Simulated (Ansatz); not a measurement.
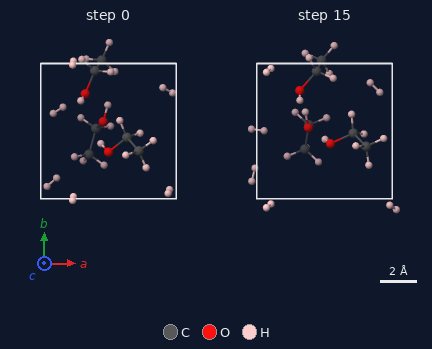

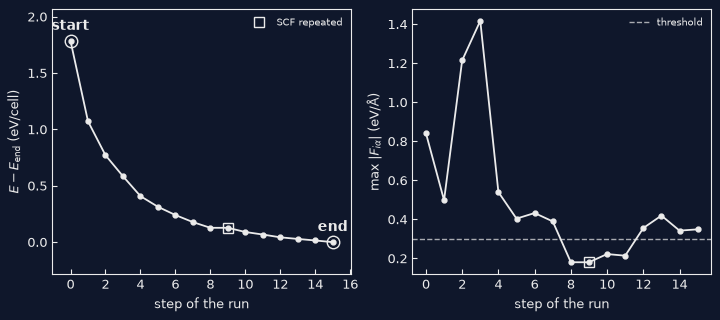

First and last geometry of a relaxation of an amorphous cell of composition H28C6O3, with the history of the run. The picture is a ball-and-stick view of the cell of the calculation, seen along the c axis.

The cell holds 3 CH3CH2OH + 5 H2. The run prepares the start of a later molecular dynamics calculation, from a guessed geometry.

These are results of DFT PBE, scalar-relativistic, plane waves, PAW (Ansatz 0.2.0), not measurements.

Input
```yaml
accuracy: low
crystal:
  lattice:
    - [7.611663, 0.0, 0.0]
    - [0.0, 7.611663, 0.0]
    - [0.0, 0.0, 7.611663]
  atoms:
    - { symbol: C, position: [0.3570245, 0.3278044, 0.0530921] }
    - { symbol: C, position: [0.4090226, 0.519288, 0.0438336] }
    - { symbol: O, position: [0.4624118, 0.5703319, 0.216122] }
    - { symbol: H, position: [0.4960898, 0.6933272, 0.211405] }
    - { symbol: H, position: [0.5165361, 0.537097, -0.050935] }
    - { symbol: H, position: [0.2973983, 0.5990013, -0.0013684] }
    - { symbol: H, position: [0.3145278, 0.2804938, -0.0757021] }
    - { symbol: H, position: [0.4683831, 0.2487531, 0.096943] }
    - { symbol: H, position: [0.2495053, 0.3105839, 0.1464508] }
    - { symbol: C, position: [0.724461, 0.3534548, 0.8057233] }
    - { symbol: C, position: [0.6374955, 0.4537667, 0.6579735] }
    - { symbol: O, position: [0.501037, 0.3446497, 0.5900639] }
    - { symbol: H, position: [0.4443793, 0.4081267, 0.4949593] }
    - { symbol: H, position: [0.5840917, 0.5785641, 0.7072792] }
    - { symbol: H, position: [0.7342797, 0.4852069, 0.5554954] }
    - { symbol: H, position: [0.8309144, 0.4305745, 0.8636237] }
    - { symbol: H, position: [0.6283573, 0.3233367, 0.9078493] }
    - { symbol: H, position: [0.7783671, 0.2300902, 0.7562455] }
    - { symbol: C, position: [0.4514621, 1.0236032, 0.2882588] }
    - { symbol: C, position: [0.4008215, 0.9455127, 0.4637378] }
    - { symbol: O, position: [0.3295213, 0.7754773, 0.4299232] }
    - { symbol: H, position: [0.2965866, 0.7242673, 0.5420711] }
    - { symbol: H, position: [0.5166384, 0.9367977, 0.5495744] }
    - { symbol: H, position: [0.3039494, 1.0299464, 0.529648] }
    - { symbol: H, position: [0.5073296, 1.1548237, 0.3053533] }
    - { symbol: H, position: [0.5484894, 0.9401227, 0.2235325] }
    - { symbol: H, position: [0.3360527, 1.033161, 0.2036298] }
    - { symbol: H, position: [0.0470287, 0.091695, 0.2369772] }
    - { symbol: H, position: [0.1179623, 0.154305, 0.257659] }
    - { symbol: H, position: [0.952015, 0.0685312, 0.6427125] }
    - { symbol: H, position: [0.9410945, 0.0402173, 0.734682] }
    - { symbol: H, position: [0.1647404, 0.677175, 0.2395063] }
    - { symbol: H, position: [0.093197, 0.6308705, 0.1934981] }
    - { symbol: H, position: [0.9021401, 0.8211953, 0.3953843] }
    - { symbol: H, position: [0.973734, 0.7823281, 0.3430109] }
    - { symbol: H, position: [0.2362468, -0.0117534, 0.9952366] }
    - { symbol: H, position: [0.242134, 0.0164142, 0.9027637] }
basis:
  ecutwfc: 420.0
kpoints:
  mp_grid: { grid: [1, 1, 1] }
hamiltonian:
  xc: pbe
scf:
  occupations: { method: fermi_dirac, width: 0.05 }
  lower_state_search: "off"
relax:
  f_tol: 0.3
  max_steps: 15
  adjacent_minimum: "off"
```

Run as
```bash
ansatz run input.yaml --threads 1 --pin off --max-ram 3072MiB --backend cpu --events-out ev --progress --plain --runs-dir out
```

**Read the history and describe the run.**

The relaxation stopped without meeting its thresholds, so the last structure isn't shown to be converged. It used up its limit of 15 steps. Over 14 accepted moves (15 points after the start) the energy falls by 1.785 eV per cell of the calculation. The largest force component goes from 0.84 to 0.35 eV/Å. 1 step only repeated the SCF at the same geometry. The atom that moves furthest is H32 (1.57 Å along [−2 −3 0]). By element the largest moves are H 1.57 Å, C 0.85 Å, O 0.77 Å. The cell doesn't change. Some distances before and after: H34–H35 0.737 → 0.765 Å, H28–H29 0.737 → 0.761 Å, C20–O21 1.427 → 1.450 Å, O3–H4 0.971 → 0.990 Å. Among the angles between lasting bonds that change: C10–C11–O12 107.1° → 109.6°, C2–O3–H4 107.7° → 110.1°, C1–C2–O3 107.1° → 109.3°.

Limits of the set-up: the program's low-accuracy preset was used; the periodic images lie only 7.6 Å apart, so the values are limited by the cell's size.
